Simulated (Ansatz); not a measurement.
# ClGeH5O2Si: ladder of methods at one geometry, by script

How do the methods compare on ClGeH5O2Si, in result and in cost? The task is a ladder of methods at one geometry, for ClGeH5O2Si.

Program: the Python package of Ansatz 0.2.0. The levels of theory stand in the script. These are calculated values, not measurements.

### Step 1. Starting point

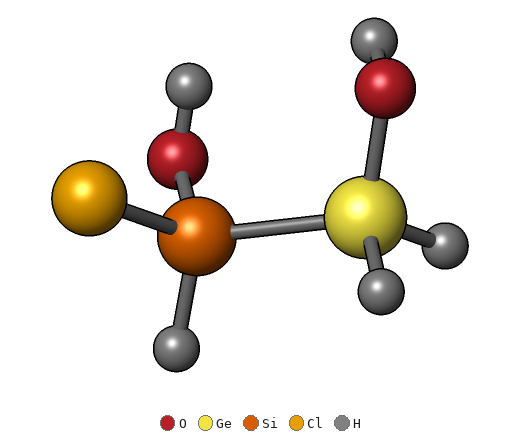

The starting structure, viewed from a chosen angle; oxygen red, germanium yellow, silicon orange, chlorine amber, hydrogen grey.

The script holds or builds the structure itself.

### Step 2. The script

File run_methods.py:

```python
"""ClGeH5O2Si at several levels of theory."""

from pathlib import Path
import argparse

import ansatz as az
from ase import Atoms
import numpy as np

parser = argparse.ArgumentParser(description="ClGeH5O2Si at several levels of theory.")
parser.add_argument("--basis-set", default="def2-SVP", help="basis")
args = parser.parse_args()

atoms = Atoms(["O", "Ge", "Si", "O", "Cl", "H", "H", "H", "H", "H"], positions=[
    (0.3699, 0.7376, -1.9795),
    (0.5799, -0.6326, -0.926),
    (-0.0568, -0.081, 1.2252),
    (-1.611, 0.3583, 1.2737),
    (1.1368, 1.5247, 1.8813),
    (-0.6523, 0.9716, -1.9406),
    (2.1082, -1.0249, -0.9491),
    (-0.2413, -1.8017, -1.4247),
    (0.2064, -1.2229, 2.1593),
    (-1.7566, 1.1196, 0.6833),
])
system = az.Crystal.molecule_from_ase(atoms)

calculation = system.calculation().basis(gaussian=args.basis_set)

print("functional    E (Ha)        dipole (D)   HOMO (eV)  LUMO (eV)")
for name in ["blyp", "r2scan0", "r2scan", "hse06"]:
    summary = calculation.functional(name).forces().orbitals().run(runs_dir="runs").report
    lines = Path(summary["orbitals_path"]).read_text().splitlines()
    field_of = lambda key: [line.split("=")[1].strip() for line in lines if line.startswith(key)]
    orbitals = [(27.211386 * float(e), s, float(n)) for e, s, n in zip(field_of("Ene="), field_of("Spin="), field_of("Occup="))]
    homo = max(e for e, _, n in orbitals if n > 0.5)
    lumo = min(e for e, _, n in orbitals if n < 0.5)
    dipole = 4.803205 * np.linalg.norm(summary["charge_distribution"]["dipole_moment_e_ang"])
    print(f"{name:10s} {summary['free_energy_ev'] / 27.211386246:14.6f} {dipole:9.3f} {homo:11.3f} {lumo:10.3f}")
```

### Step 3. The run

Started as:

```sh
python run_methods.py
```

Log:

```text
functional    E (Ha)        dipole (D)   HOMO (eV)  LUMO (eV)
blyp         -2979.629489     2.151      -6.049     -1.528
r2scan0      -2979.445247     2.298      -7.821     -0.619
r2scan       -2979.495019     2.287      -6.590     -1.329
hse06        -2978.911295     2.249      -7.192     -1.188
```

Run time: 32 s. Hardware: 1 thread of Intel Xeon Platinum 8375C at 2.90GHz (Ice Lake), shared host; peak memory 0.41 GiB.

Lines on the test bed's own set-up are left out of the output.

A comment line of the script is reworded here; the code is as run.

### Step 4. The engine's runs

One row for each of the 4 runs:

```
run  functional  energy (eV)  SCF cycles  CPU time (s)
  1        blyp  -81079.8489          19           3.9
  2     r2scan0  -81074.8354          18            12
  3      r2scan  -81076.1898          18           8.2
  4       hse06  -81060.3058          18           7.5
```

Totals hang on method, basis and potentials, so only like runs compare.

The fields below are those of run 1.

### Step 5. Pictures from the orbitals

Orbitals, density, ELF and potential are computed afterwards from the orbital file.

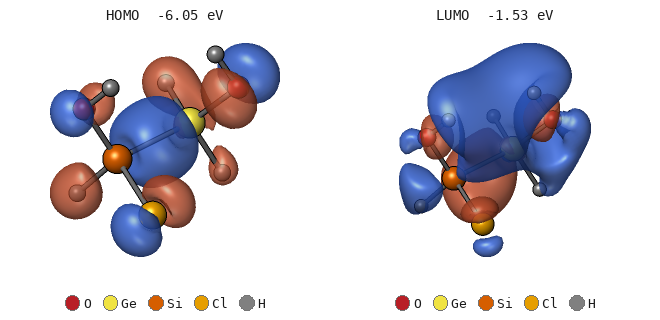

BLYP/def2-SVP orbitals near the gap, drawn at the value that encloses 70 % of each; the two colours are the two signs.

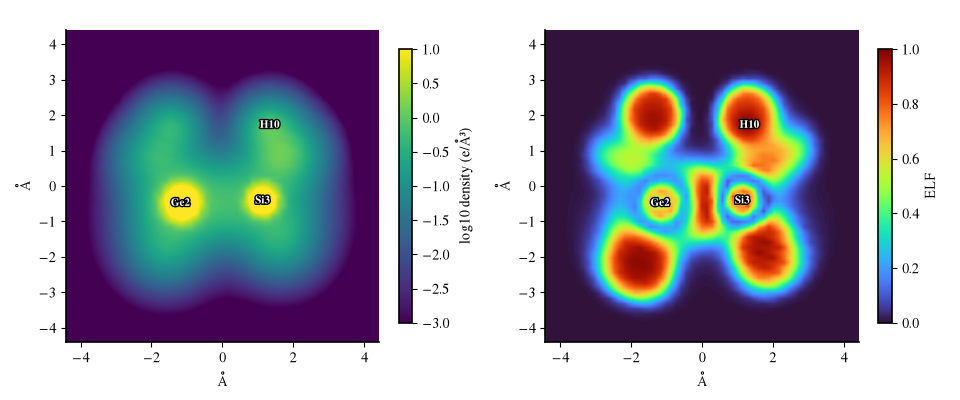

Density (left) and ELF (right) in a plane through or near 3 of the atoms.

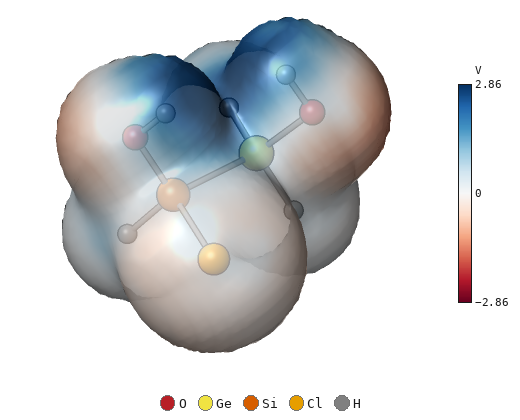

The potential that a unit positive charge feels on the 0.002 e/bohr³ surface, from the 1st to the 99th percentile, from -1.25 V near O1 to 2.86 V near H10.

### Step 6. Summary of results

| quantity | value |
| --- | --- |
| runs compared | 4 |
| HOMO-LUMO gap of the mean field (BLYP/def2-SVP) | 4.52 eV |

In words: All 4 runs converged, in 18 to 19 cycles. Reading the output:
- The geometry is a force-field or estimated start, not a minimum of this method, and the basis set is short of its limit. A lower total doesn't mark the better method: functionals have no common bound, and MP2 and coupled cluster aren't variational.
- Levels such as HOMO and LUMO are orbital energies: with these approximate functionals they aren't the ionisation energy and electron affinity, and their gap isn't the fundamental gap.
- hse06 follows the composition of plane-wave codes, whose totals differ by tens of mHa, up to about 0.1 Ha, from the form usual in Gaussian-basis programs (wpbeh).
